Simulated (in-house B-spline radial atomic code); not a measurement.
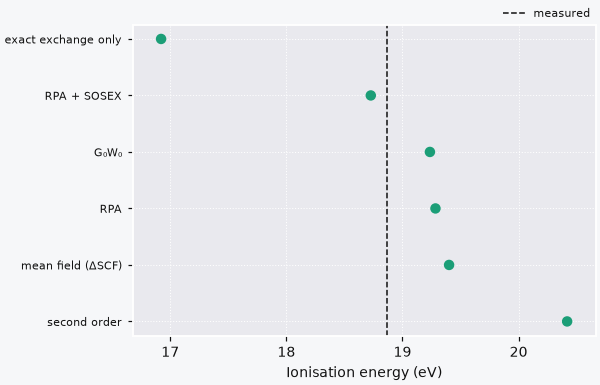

Figure 1. The ionisation energy of In⁺ ([Kr] 4d¹⁰ 5s² → [Kr] 4d¹⁰ 5s) across levels of theory. All-electron spherical atom, scalar X2C, LDA VWN5 start, no spin-orbit coupling, Breit or QED terms; computed with a B-spline radial code. Differences of total energies, each species on its own start, beside the G₀W₀ level. The values run from 16.92 eV (exact exchange only) to 20.42 eV (second order). The measured value is 18.87 eV; nearest to it come RPA + SOSEX (−0.14) and G₀W₀ (+0.37), furthest exact exchange only (−1.95 eV).

```
             Method  Ionisation energy (eV)
  mean field (ΔSCF)                   19.40
exact exchange only                   16.92
       second order                   20.42
                RPA                   19.28
        RPA + SOSEX                   18.73
               G₀W₀                   19.24
```

# In⁺: RPA and GW calculation

In⁺, configuration [Kr] 4d10 5s2. Computed at this level: RPA, second-order and SOSEX correlation energies and G0W0 (contour deformation) on a scalar-relativistic (spin-free one-electron X2C) mean field, all electrons, B-spline basis (in-house B-spline radial atomic code).

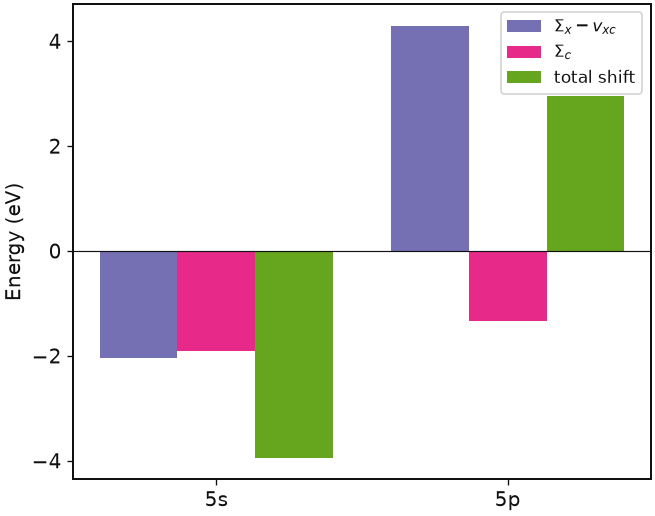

Figure 2. Parts of the G₀W₀ correction to each level for In⁺ ([Kr] 4d¹⁰ 5s²). The quasi-particle equation is solved at full frequency; levels of low quasi-particle weight Z are left out. Σ columns are in eV, and Σc holds an estimate for the angular momenta beyond the basis. G₀W₀ moves the highest occupied level, 5s, from −15.29 to −19.24 eV (renormalisation factor Z = 0.92); the measured removal energy is 18.87 eV, so the error is +0.37 eV. The empty level 5p goes from −8.69 to −5.74 eV.

| Level | Mean field (eV) | Σx − vxc (eV) | Σc (eV) | Z | G₀W₀ (eV) |
| --- | --- | --- | --- | --- | --- |
| 5s | −15.29 | −2.04 | −1.91 | 0.92 | −19.24 |
| 5p | −8.69 | 4.29 | −1.34 | 0.93 | −5.74 |

These pictures come from the run below.

Input file:
```
Z = 49
electrons = 48.0
configuration = [Kr] 4d10 5s2
hamiltonian = x2c
method = lda,vwn
lmax = 9
rms_radius = 4.6156
spin_polarised = False
box_radius = 23.78
intervals = 70
ion_configuration = [Kr] 4d10 5s1
```

The run was one of a batch that the task file lists, launched with:
```bash
python <driver script> task.json out
```

The program writes its results to a structured record and prints no log; tables and figures of this report are taken from that record.

Results in brief:

| quantity | value |
| --- | --- |
| outcome | converged |
| mean-field total energy | −5874.98481 hartree |
| total energy with exact exchange alone | −5878.07114 hartree |
| exact exchange energy | −158.27773 hartree |
| RPA correlation, extrapolated in the angular momentum of the empty orbitals | −3.80324 hartree |
| RPA correlation, as summed | −3.74440 hartree |
| direct second-order term | −4.43402 hartree |
| second-order exchange term | 1.22080 hartree |
| SOSEX term | 1.11431 hartree |
| hardware | 1 CPU thread, shared host |
| wall time | 8.2 s |

Remarks:

To bear in mind: spin-orbit coupling, Breit and QED terms are absent.
